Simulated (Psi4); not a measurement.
**A workflow on CH2F (SMILES [CH2]F)**

We compute a geometry optimisation (UTPSS/cc-pVTZ), then vibrational wavenumbers, then a single-point energy (UCCSD(T)/cc-pVDZ) of CH2F. 

The calculation is run with Psi4 1.11.

## (1) The molecule

The species is CH2F (4 atoms), meant as a doublet with charge 0. SMILES: `[CH2]F`. Geometry: relaxed at PBE0-D4/def2-TZVP. The run starts from this shape.

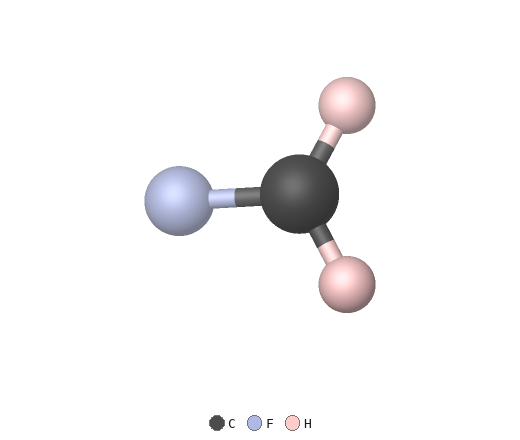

The structure, seen from a chosen angle (carbon dark grey, fluorine light blue, hydrogen pink).

## (2) A structure relaxation at UTPSS/cc-pVTZ (density fitting) (run 1)

ch2f.xyz

```xyz
4
CH2F
C     -0.030100    -0.057600    -0.131100
F      0.950000     0.694000     0.364600
H     -0.946900     0.472300    -0.352500
H      0.027000    -1.108700     0.119000
```

job.py

```python
import psi4

psi4.set_memory(1600000000)
psi4.set_num_threads(1)
psi4.set_output_file('run.log', False)

with open('ch2f.xyz') as f:
    atoms = ''.join(f.readlines()[2:])
molecule = psi4.geometry('0 2\n' + atoms + 'symmetry c1')

psi4.set_options(dict(basis='cc-pVTZ', reference='uks', geom_maxiter=60))

energy_value, wavefunction = psi4.optimize("tpss", molecule=molecule, return_wfn=True)
print(f'total energy {energy_value:.8f} hartree = {energy_value * 27.211386:.5f} eV')
print(molecule.to_string(dtype='xyz', units='Angstrom'))
```

Command:

```console
$ python job.py
```

run.log:

```text
[...]
  Running in c1 symmetry.
[...]
  Nuclear repulsion =   32.286144638994458
[...]
  Multiplicity = 2
[...]
  Nalpha       = 9
  Nbeta        = 8
[...]
    Number of basis functions: 88
[...]
   @DF-UKS iter   0:  -139.13738915218369   -1.39137e+02   2.80603e-04
[...]
   @DF-UKS iter   7:  -139.14174193100351   -8.81073e-13   4.00588e-09 DIIS
[...]
   @S^2 Observed:                7.541346187E-01
[...]
    Orbital Energies [Eh]
    ---------------------
    Alpha Occupied:
       1A    -24.422680     2A    -10.072293     3A     -1.147893
       4A     -0.636877     5A     -0.461398     6A     -0.459884
       7A     -0.413004     8A     -0.322643     9A     -0.185395
    Alpha Virtual:
      10A      0.042831    11A      0.071639    12A      0.097576
      13A      0.260718    14A      0.271475    15A      0.301766
      16A      0.322040    17A      0.428884    18A      0.433566
      19A      0.513607    20A      0.597701    21A      0.637018
      22A      0.780414    23A      0.809930    24A      0.823138
      25A      0.880017    26A      0.921373    27A      0.992150
[...]
  @DF-UKS Final Energy:  -139.14174193100351
   => Energetics <=
    Nuclear Repulsion Energy =             31.9197743117465897
    One-Electron Energy =                -254.8002116607090386
    Two-Electron Energy =                 100.3477255843101830
    DFT Exchange-Correlation Energy =     -16.6090301663512285
    Empirical Dispersion Energy =           0.0000000000000000
    VV10 Nonlocal Energy =                  0.0000000000000000
    Total Energy =                       -139.1417419310035086
[...]
 Multipole Moments:
 ------------------------------------------------------------------------------------
     Multipole            Electronic (a.u.)      Nuclear  (a.u.)        Total (a.u.)
 ------------------------------------------------------------------------------------
 L = 1.  Multiply by 2.5417464519 to convert [e a0] to [Debye]
 Dipole X            :          1.8327365           -2.2502821           -0.4175456
 Dipole Y            :          1.3263097           -1.5958001           -0.2694904
 Dipole Z            :          0.6614424           -0.7025674           -0.0411250
 Magnitude           :                                                    0.4986589
[...]
  -Total Gradient:
     Atom            X                  Y                   Z
    ------   -----------------  -----------------  -----------------
       1        0.000055116795     0.000035114324     0.000003699571
       2        0.000013846669     0.000009042538     0.000001801873
       3       -0.000043614775    -0.000024798757    -0.000008706668
       4       -0.000039676950    -0.000031166608    -0.000006792407
[...]
    Final optimized geometry and variables:
    Molecular point group: c1
    Full point group: C1
    Geometry (in Angstrom), charge = 0, multiplicity = 2:
    C           -0.539934704849    -0.423202580495    -0.303717412883
    F            0.444639814647     0.339486556737     0.219857131477
    H           -1.463900396019     0.110911055272    -0.500070415020
    H           -0.489047724677    -1.471535631389    -0.028121930262
[...]
```

On the terminal:

```text
Optimizer: Optimization complete!
total energy -139.14174193 hartree = -3786.23965 eV
4
0 2 CFH2
C                    -0.539934704849    -0.423202580495    -0.303717412883
F                     0.444639814647     0.339486556737     0.219857131477
H                    -1.463900396019     0.110911055272    -0.500070415020
H                    -0.489047724677    -1.471535631389    -0.028121930262
```

Wall time 1.7 min (1 thread of AMD EPYC 7R43 (Zen 3), shared host); peak memory 0.77 GiB.

The path in brief:

| step | energy from the first frame kept (eV) | largest force (eV/Å) |
| --- | --- | --- |
| 0 | 0.0000 | 0.7914 |
| 1 | -0.0078 | 0.2498 |
| 2 | -0.0086 | 0.0304 |
| 3 | -0.0087 | 0.0147 |
| 4 | -0.0087 | 0.0034 |

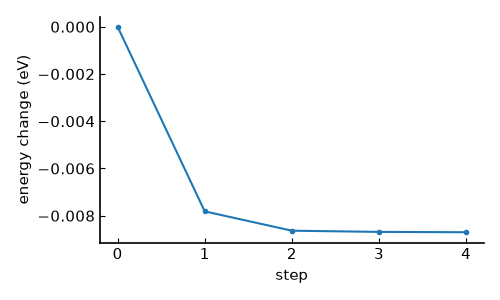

Energy along the run.

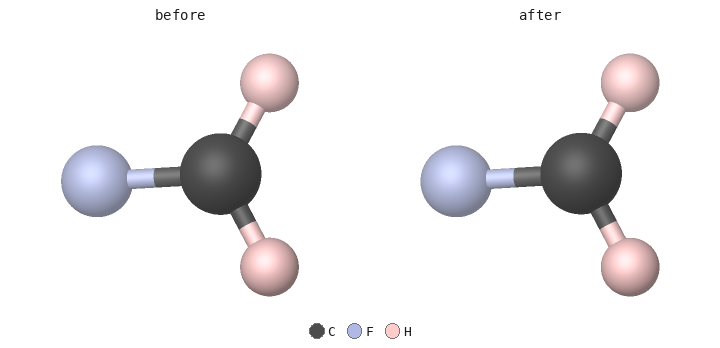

Before and after, at one scale.

After the run. Bond lengths: C1–F2 1.351 Å, C1–H3 1.085 Å, C1–H4 1.085 Å. Angles: F2–C1–H3 114.4°, F2–C1–H4 114.4°, H3–C1–H4 124.2°.

## (3) The harmonic vibrations at UTPSS/cc-pVTZ (density fitting) (run 2)

ch2f.in

```
memory 1.6 GB

molecule {
  0 2
  C
  F 1 1.351005
  H 1 1.085146 2 114.37982
  H 1 1.085148 3 124.15192 2 148.76722
}

set {
  basis                      cc-pVTZ
  reference                  uks
  t                          298.15
  rotational_symmetry_number 1
}

e_tot = frequencies('tpss')
```

Command:

```console
$ psi4 ch2f.in ch2f.out -n 1
```

ch2f.out, shortened:

```text
[...]
  Running in c1 symmetry.
[...]
  Nuclear repulsion =   31.919759703610797
[...]
  Multiplicity = 2
[...]
  Nalpha       = 9
  Nbeta        = 8
[...]
    Number of basis functions: 88
[...]
   @DF-UKS iter   1:  -139.03934621469310   -2.95578e-01   5.16108e-03 ADIIS/DIIS
[...]
   @DF-UKS iter  12:  -139.14174074388950   -9.94760e-13   2.78566e-09 DIIS
[...]
   @S^2 Observed:                7.541346249E-01
[...]
  @DF-UKS Final Energy:  -139.14174074388950
   => Energetics <=
    Nuclear Repulsion Energy =             31.9197574759557767
    One-Electron Energy =                -254.8001788462645436
    Two-Electron Energy =                 100.3477099568235360
    DFT Exchange-Correlation Energy =     -16.6090293304042831
    Empirical Dispersion Energy =           0.0000000000000000
    VV10 Nonlocal Energy =                  0.0000000000000000
    Total Energy =                       -139.1417407438894998
[...]
 Multipole Moments:
[...]
  -Total Gradient:
     Atom            X                  Y                   Z
    ------   -----------------  -----------------  -----------------
       1        0.000169635663     0.000586211696     0.000061582052
       2        0.000055227660     0.000200688726     0.000016041847
       3       -0.000011309708    -0.000415134369     0.000287731277
       4       -0.000211339501    -0.000371567395    -0.000386336434
[...]
  ==> Harmonic Vibrational Analysis <==
[...]
  Freq [cm^-1]                 589.6437           1149.8790           1156.4407
[...]
  IR activ [km/mol]            41.4870             108.4182             6.7512
[...]
  Freq [cm^-1]                1454.3032           3078.1638           3233.9396
[...]
  IR activ [km/mol]             3.9044             13.8767             16.0850
[...]
  Total E_0, Enthalpy at 0 [K]                                                         -139.11745127 [Eh]
[...]
  Total H, Enthalpy at  298.15 [K]                                                     -139.11346242 [Eh]
[...]
  Total G, Gibbs energy at  298.15 [K]                                                 -139.14021973 [Eh]
[...]
```

Standard output:

```text
Warning: used thermodynamics relations inappropriate for low-frequency modes: ['589.6437']
```

Wall time 7.9 min (1 thread of AMD EPYC 7R43 (Zen 3), shared host); peak memory 0.78 GiB.

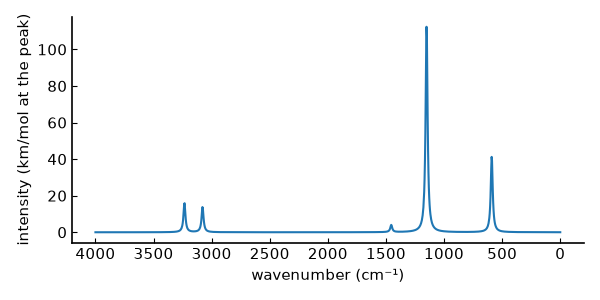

Harmonic infrared spectrum, unscaled, lines broadened by 10 cm⁻¹.

## (4) A single-point energy at UCCSD(T)/cc-pVDZ (run 3)

ch2f.py

```python
import psi4

psi4.set_memory('1600 MB')
psi4.set_num_threads(1)
psi4.core.set_output_file('psi4.out', False)

m = psi4.geometry("""
0 2
C     -0.032267    -0.064194    -0.148684
F      0.952308     0.698495     0.374891
H     -0.956232     0.469919    -0.345037
H      0.018620    -1.112528     0.126912
""")

psi4.set_options(dict(basis='cc-pVDZ', reference='uhf', scf_type='pk', freeze_core=True))

e = psi4.energy("ccsd(t)")
print('E =', round(e, 9))
```

Command:

```console
$ python ch2f.py
```

psi4.out:

```text
[...]
  Running in c1 symmetry.
[...]
  Nuclear repulsion =   31.919765814524428
[...]
  Multiplicity = 2
[...]
  Nalpha       = 9
  Nbeta        = 8
[...]
    Number of basis functions: 38
[...]
   @UHF iter   1:  -138.38764483436768   -6.63160e-01   5.40795e-03 ADIIS/DIIS
[...]
   @UHF iter  14:  -138.41239546731754   -2.55795e-13   3.23357e-09 DIIS
[...]
   @S^2 Observed:                7.601575791E-01
[...]
    Orbital Energies [Eh]
    ---------------------
    Alpha Occupied:
       1A    -26.300036     2A    -11.325345     3A     -1.616544
       4A     -0.952728     5A     -0.720238     6A     -0.706921
       7A     -0.682873     8A     -0.553706     9A     -0.391274
    Alpha Virtual:
      10A      0.193805    11A      0.251642    12A      0.300654
      13A      0.622459    14A      0.650931    15A      0.710316
      16A      0.739141    17A      0.850452    18A      0.984805
      19A      1.150055    20A      1.286444    21A      1.350073
      22A      1.552649    23A      1.597371    24A      1.665663
      25A      1.703857    26A      1.803582    27A      1.985761
[...]
  @UHF Final Energy:  -138.41239546731754
   => Energetics <=
    Nuclear Repulsion Energy =             31.9197658145244283
    One-Electron Energy =                -254.7759799285167901
    Two-Electron Energy =                  84.4438186466748277
    Total Energy =                       -138.4123954673175376
  UHF NO Occupations:
  HONO-2 :    7  A 1.9991312
  HONO-1 :    8  A 1.9967403
[...]
 Multipole Moments:
 ------------------------------------------------------------------------------------
     Multipole            Electronic (a.u.)      Nuclear  (a.u.)        Total (a.u.)
 ------------------------------------------------------------------------------------
 L = 1.  Multiply by 2.5417464519 to convert [e a0] to [Debye]
 Dipole X            :          1.6854195           -2.2502822           -0.5648627
 Dipole Y            :          1.2076455           -1.5958013           -0.3881559
 Dipole Z            :          0.5678507           -0.7025676           -0.1347169
 Magnitude           :                                                    0.6984866
[...]
      * MP2 total energy                      = -138.716896312484209
[...]
      * CCSD total energy                     = -138.737249840005262
[...]
      * CCSD(T) total energy                     = -138.743307248087802
```

On the terminal:

```text
E = -138.743307248
```

Wall time 7.8 s (1 thread of AMD EPYC 7R43 (Zen 3), shared host); peak memory 0.2 GiB.

## (5) Results

```
                                                                           quantity             value
                                      run 1, UTPSS/cc-pVTZ: total energy at the end     -139.14174 Eh
                                                run 1, UTPSS/cc-pVTZ: dipole moment            1.27 D
                           run 1, UTPSS/cc-pVTZ: HOMO energy (highest over α and β)          -5.04 eV
                            run 1, UTPSS/cc-pVTZ: LUMO energy (lowest over α and β)          -2.23 eV
                                                         run 1, UTPSS/cc-pVTZ: ⟨S²⟩             0.754
                                   run 2, UTPSS/cc-pVTZ: lowest harmonic wavenumber          590 cm⁻¹
                                  run 2, UTPSS/cc-pVTZ: highest harmonic wavenumber         3234 cm⁻¹
                                            run 2, UTPSS/cc-pVTZ: zero-point energy       63.8 kJ/mol
    run 2, UTPSS/cc-pVTZ: ideal-gas entropy at 298.15 K (symmetry number 1 as used)  56.3 cal/(mol K)
                                              run 3, UCCSD(T)/cc-pVDZ: total energy     -138.74331 Eh
run 3, UCCSD(T)/cc-pVDZ: HOMO energy (Hartree–Fock orbitals) (highest over α and β)         -10.65 eV
 run 3, UCCSD(T)/cc-pVDZ: LUMO energy (Hartree–Fock orbitals) (lowest over α and β)           3.96 eV
               run 3, UCCSD(T)/cc-pVDZ: correlation energy (2 core orbitals frozen)        -330.9 mEh
                                            run 3, UCCSD(T)/cc-pVDZ: (T) correction         -6.06 mEh
                         run 3, UCCSD(T)/cc-pVDZ: ⟨S²⟩ of the reference determinant             0.760
                                             run 3, UCCSD(T)/cc-pVDZ: T1 diagnostic             0.022
```

What this shows: The optimisation (run 1, UTPSS/cc-pVTZ) took 5 steps and changed the energy by -0.009 eV. All 6 modes (run 2, UTPSS/cc-pVTZ) are real, so the shape is a minimum at this level. The triples (run 3, UCCSD(T)/cc-pVDZ) make up 1.8 % of the correlation energy.
